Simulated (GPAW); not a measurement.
# How MgB2 absorbs and reflects light, part 2 of 2

Aim: the dielectric function of MgB2, and the optical constants that follow from it.

GPAW 26.7.0; DFT, PBE, plane-wave PAW (GPAW data sets), scalar-relativistic, RPA, optical limit.

So far. Step 2 (Ground state): There are states at the Fermi level within the smearing, so the occupations stay smeared and the carriers get a Drude term.

## (4) Dielectric function, RPA

Local fields let the induced charge screen the field inside the cell, which as a rule lowers ε, most along directions where the density is uneven.

This step: DFT, PBE, plane-wave PAW (GPAW data sets), scalar-relativistic, RPA, optical limit (GPAW 26.7.0).

df.py

```python
from gpaw.response.df import DielectricFunction

df = DielectricFunction('full.gpw', frequencies={'type': 'nonlinear', 'domega0': 0.03, 'omega2': 8},
                        ecut=80,
                        eta=0.15,
                        nbands=25,
                        rate=0.05,
                        txt='df.txt')
for direction in ['x', 'z']:
    df.get_dielectric_function(xc='RPA', direction=direction, filename=f'df_{direction}.csv')
```

Launch:

```bash
$ OMP_NUM_THREADS=1 python df.py
```

Numbers of over 12 decimals in the logs are rounded to 6 here.

Output:

```text
Using integrator: PointIntegrator
NonLinearFrequencyDescriptor(from 0.000 to 109.149 eV, 548 points)
Nonperiodic BCs:  [False False False]
Using integrator: PointIntegrator
NonLinearFrequencyDescriptor(from 0.000 to 109.149 eV, 548 points)
Nonperiodic BCs:  [False False False]
Using integrator: PointIntegrator

Calculating chi0 body with:
    Ground state adapter containing:
    Number of spins: 1
    Number of kpoints: 5832
    Number of irreducible kpoints: 370
    Number of completely occupied states: 6
    Number of partially occupied states: 9

    Linear response parametrization:
    q_c: [0.0, 0.0, 0.0]
    Number of frequency points: 548
    Planewave cutoff: 80.0
    Number of bands: 25
    Number of planewaves: 53
    Broadening (eta): 0.15

Integrating chi0 body.

Symmetries of q_c:
    Direct symmetries (Uq -> q): 24
    Indirect symmetries (TUq -> q): 0
In total 24 allowed symmetries.

370 groups of equivalent kpoints. 93.655693% reduction.

Integral kind: spectral function

Calculating chi0 optical extensions with:
    Ground state adapter containing:
    Number of spins: 1
    Number of kpoints: 5832
    Number of irreducible kpoints: 370
    Number of completely occupied states: 6
    Number of partially occupied states: 9

    Linear response parametrization:
    Number of frequency points: 548
    Planewave cutoff: 80.0
    Number of bands: 25
    Number of planewaves: 53
    Broadening (eta): 0.15
Integrating chi0 head and wings.

Symmetries of q_c:
    Direct symmetries (Uq -> q): 24
    Indirect symmetries (TUq -> q): 0
In total 24 allowed symmetries.

370 groups of equivalent kpoints. 93.655693% reduction.

Integral kind: spectral function wings

Calculating drude chi0 with:
    Number of frequency points:548
    Plasma frequency decay rate: 0.05 eV

    Ground state adapter containing:
    Number of spins: 1
    Number of kpoints: 5832
    Number of irreducible kpoints: 370
    Number of completely occupied states: 6
    Number of partially occupied states: 9

Symmetries of q_c:
    Direct symmetries (Uq -> q): 24
    Indirect symmetries (TUq -> q): 0
In total 24 allowed symmetries.

370 groups of equivalent kpoints. 93.655693% reduction.

Integral kind: intraband
Plasma frequency:
[[8.08-0.j 0.  +0.j 0.  +0.j]
 [0.  +0.j 8.08-0.j 0.  +0.j]
 [0.  +0.j 0.  +0.j 8.57-0.j]]
```

Elapsed: 17 s, on 1 thread of Arm Neoverse V2, shared host; peak memory 0.28 GiB.

Read-outs, printed or worked out from the files:

| Item | Value |
| --- | --- |
| centre of weight of the strongest loss peak in the window | 20.52 eV |

Some rows of df_x.csv (energy; Re and Im without local fields; Re and Im with them):

```text
0.000000, 26166.191219, -0.000000, 26165.282897, -0.000000
0.555532, -201.856679, 47.400016, -201.969553, 47.251022
1.143969, -40.926739, 9.860345, -41.252398, 9.799262
1.768324, -12.171101, 4.262731, -12.581196, 4.181731
2.431988, -7.894009, 9.688590, -8.090420, 9.441206
3.138794, -4.182414, 3.914326, -4.418845, 3.781085
3.893091, -0.879112, 2.226183, -1.157127, 2.113338
4.699832, 3.235173, 2.274672, 2.761867, 2.039963
5.564682, 4.070099, 4.375908, 3.724892, 3.967762
6.494155, 7.580568, 8.931684, 7.081327, 7.652940
7.495775, -2.916911, 12.406145, -1.599791, 11.917624
8.578281, -3.339504, 6.514613, -2.660674, 6.481596
9.751884, -2.809077, 2.634420, -2.611189, 2.698660
11.028587, -2.338660, 2.608094, -2.084001, 2.721347
12.422601, -1.480188, 1.202989, -1.400141, 1.249570
13.950874, -1.115729, 0.832289, -1.056261, 0.887519
15.633783, -0.745192, 0.632489, -0.698114, 0.693856
17.496047, -0.376171, 0.444090, -0.333207, 0.520096
19.567954, -0.060004, 0.257346, -0.064908, 0.304971
21.887015, 0.197436, 0.192467, 0.196678, 0.215694
```

The Im ε has structure finer than the step of the table below, so its rows give means over 1 eV, whole bins alone (the curve runs from 0.305 to 23.7 eV). Peaks (eV: height): E ∥ x 2.2: 11.8, 7.4: 12.1; E ∥ z 4.6: 14.0, 5.1: 19.4, 6.4: 9.97.

Sum at mesh points, not converged in k. Table of Im ε by photon energy; means over each step:

| photon energy (eV) | E ∥ x | E ∥ z |
| --- | --- | --- |
| 1 | 16.5 | 13.0 |
| 2 | 7.59 | 1.18 |
| 3 | 4.72 | 0.676 |
| 4 | 2.23 | 3.02 |
| 5 | 3.16 | 12.6 |
| 6 | 4.55 | 7.00 |
| 7 | 11.0 | 4.25 |
| 8 | 7.92 | 3.00 |
| 9 | 4.86 | 2.11 |
| 10 | 2.87 | 2.38 |
| 11 | 2.43 | 2.14 |
| 12 | 1.44 | 2.15 |
| 13 | 1.34 | 1.66 |
| 14 | 0.856 | 1.68 |
| 15 | 0.771 | 1.27 |
| 16 | 0.573 | 0.683 |
| 17 | 0.516 | 0.470 |
| 18 | 0.420 | 0.433 |
| 19 | 0.340 | 0.363 |
| 20 | 0.267 | 0.307 |
| 21 | 0.230 | 0.284 |
| 22 | 0.207 | 0.222 |
| 23 | 0.172 | 0.229 |

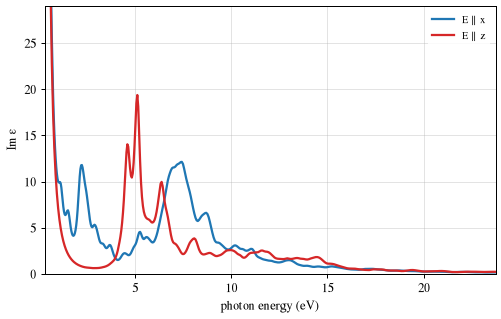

Im ε against photon energy. Below 1 eV the curve runs off the scale.

Values under 1 per cm are given as 1; sum at mesh points, not converged in k. The absorption coefficient by photon energy:

```csv
photon energy (eV),E ∥ x (1/cm),E ∥ z (1/cm)
1.01,7.6e5,8.3e5
1.99,5.1e5,7.1e5
3.02,7.5e5,2.8e5
3.98,4.4e5,1.4e5
4.98,3.6e5,1.1e6
6.02,4.5e5,1.0e6
6.99,1.5e6,1.5e6
8.03,2.0e6,1.3e6
9.02,2.1e6,1.2e6
10.03,1.7e6,1.3e6
11.03,1.9e6,1.2e6
12.02,1.7e6,1.6e6
13.00,1.7e6,1.4e6
14.04,1.6e6,1.4e6
14.96,1.4e6,1.7e6
16.03,1.4e6,1.4e6
16.96,1.2e6,1.1e6
18.05,1.1e6,1.0e6
18.97,9.7e5,6.8e5
20.06,7.1e5,5.9e5
20.95,6.1e5,6.2e5
22.02,5.0e5,3.9e5
23.01,3.9e5,3.9e5
```

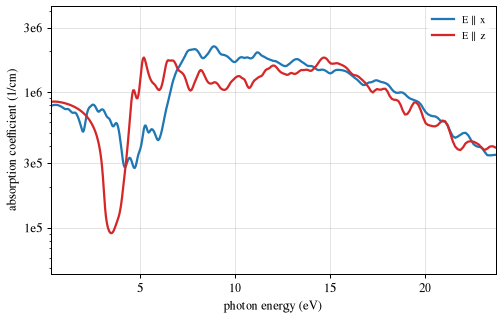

Absorption coefficient against photon energy.

The loss function −Im 1/ε at q → 0 has structure finer than the step of the table below, so its rows give means over 2 eV, whole bins alone (the curve runs from 0.305 to 23.7 eV). Peaks (eV: height): E ∥ x 4.1: 0.649, 20.1: 4.02; E ∥ z 3.1: 1.48, 18.9: 3.21, 19.9: 3.26.

Sum at mesh points, not converged in k. Table of loss function −Im 1/ε at q → 0 by energy loss; means over each step:

| energy loss (eV) | E ∥ x | E ∥ z |
| --- | --- | --- |
| 2 | 0.0492 | 0.0395 |
| 4 | 0.262 | 0.205 |
| 6 | 0.101 | 0.113 |
| 8 | 0.106 | 0.273 |
| 10 | 0.198 | 0.440 |
| 12 | 0.300 | 0.454 |
| 14 | 0.488 | 0.532 |
| 16 | 0.952 | 0.839 |
| 18 | 1.80 | 2.25 |
| 20 | 3.48 | 2.53 |
| 22 | 2.74 | 1.53 |

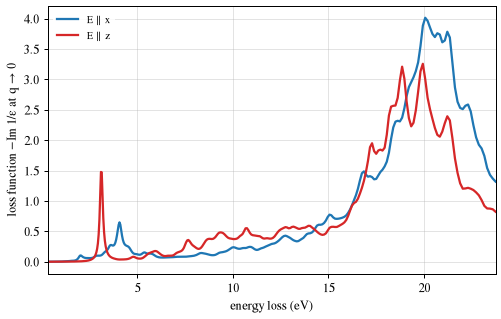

Loss function −Im 1/ε at q → 0 against energy loss.

The Im ε, E ∥ x has structure finer than the step of the table below, so its rows give means over 1 eV, whole bins alone (the curve runs from 0.305 to 23.7 eV). Peaks (eV: height): without local fields 2.2: 12.1, 7.2: 13.0; with local fields 2.2: 11.8, 7.4: 12.1.

Sum at mesh points, not converged in k. Table of Im ε, E ∥ x by photon energy; means over each step:

```
photon energy (eV)  without local fields  with local fields
                 1                  16.5               16.5
                 2                  7.79               7.59
                 3                  4.87               4.72
                 4                  2.38               2.23
                 5                  3.54               3.16
                 6                  5.20               4.55
                 7                  12.3               11.0
                 8                  7.99               7.92
                 9                  4.70               4.86
                10                  2.81               2.87
                11                  2.32               2.43
                12                  1.37               1.44
                13                  1.27               1.34
                14                 0.804              0.856
                15                 0.718              0.771
                16                 0.520              0.573
                17                 0.467              0.516
                18                 0.351              0.420
                19                 0.284              0.340
                20                 0.228              0.267
                21                 0.203              0.230
                22                 0.184              0.207
                23                 0.159              0.172
```

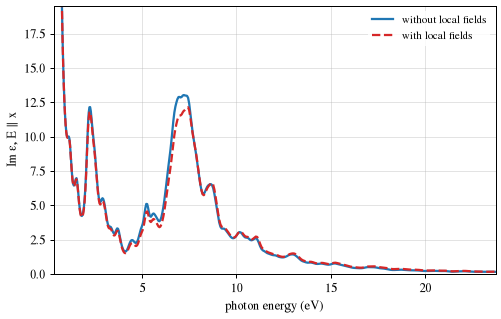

Im ε, E ∥ x against photon energy. Below 1 eV the curve runs off the scale.

The reflectivity at normal incidence has structure finer than the step of the table below, so its rows give means over 1 eV, whole bins alone (the curve runs from 0.305 to 23.7 eV). Peaks (eV: height): E ∥ x 2.6: 67.6, 9.1: 59.3, 11.3: 55.7, 13.5: 53.2; E ∥ z 5.3: 60.5, 6.9: 60.5, 8.3: 46.6, 10.3: 30.4, 12.2: 34.3, 15.9: 46.9.

Sum at mesh points, not converged in k. Table of reflectivity at normal incidence by photon energy; means over each step:

```csv
photon energy (eV),E ∥ x (%),E ∥ z (%)
1,94.5,97.4
2,69.4,95.0
3,59.3,45.6
4,24.8,21.2
5,16.8,47.7
6,23.2,40.7
7,40.1,55.2
8,49.6,38.0
9,53.7,31.9
10,48.1,26.9
11,49.5,23.2
12,52.2,30.5
13,46.1,26.4
14,50.2,26.8
15,43.0,39.1
16,46.2,44.3
17,36.2,36.9
18,37.8,29.2
19,32.5,20.5
20,27.5,17.2
21,20.3,11.7
22,13.8,7.11
23,10.5,4.99
```

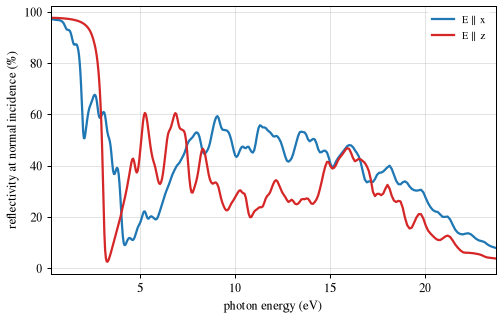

Reflectivity at normal incidence, plotted against photon energy.

At chosen wavelengths:

```csv
wavelength (nm),n x,k x,R (%) x,1/α x,n z,k z,R (%) z,1/α z
1550,0.82,9.756,96.7,13 nm,0.69,10.414,97.5,12 nm
1064,0.75,6.358,93.1,13 nm,0.34,6.945,97.3,12 nm
633,1.02,2.653,63.3,19 nm,0.15,3.608,95.8,14 nm
532,1.68,3.235,62.0,13 nm,0.14,2.663,93.2,16 nm
450,0.97,2.642,64.3,14 nm,0.19,1.668,81.8,21 nm
365,0.85,1.845,50.3,16 nm,1.39,0.273,4.0,107 nm
308,0.84,0.961,22.2,26 nm,2.65,0.367,21.2,67 nm
```

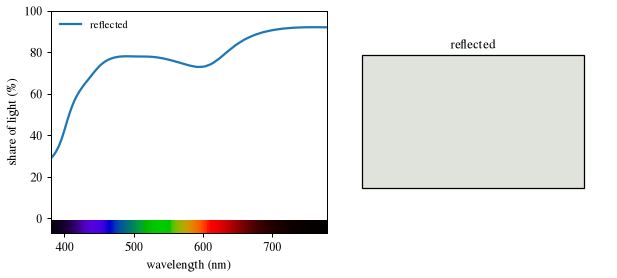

Light reflected across the visible range, with the colour that it makes of daylight (sRGB).

In reflection the computed colour is light grey: x = 0.315, y = 0.337, luminous reflectivity 76 %.

## (5) Outcome

```json
{"centre of weight of the strongest loss peak in the window, first axis": "20.5 eV"}
```

At this level (PBE, RPA) MgB2 is a metal. The mesh is too coarse to trust the carriers' weight, the reflectivity or the colour to better than tens of per cent. In reflection the computed colour is light grey: x = 0.315, y = 0.337, luminous reflectivity 76 %. The carriers' damping of 0.05 eV is typed, not computed; it shapes the response at the lowest energies. The curves end at 24 eV, about where the summed bands run out. GPAW's carrier term has the form −ωp²/(ω + i·rate)², which damps like twice the rate and fails at low energy, so the curves leave the lowest energies out. The sum runs over mesh points 0.13 Å⁻¹ apart with no interpolation, so peaks are partly noise of the mesh, and the Drude plasma energy, a sum over the Fermi surface, isn't converged.

[Machine, clock and banner lines and Python warnings are left out of the logs.]

[Logs are printed without paths, hosts, clocks, repeated set-up lines and the standing remarks that a program may print on its own settings, such as how far it seeks lower states.]

[Hosts, paths, dates, database ids (printed as entryN), source tags and the programs' standing remarks are cut or masked in the printed files.]
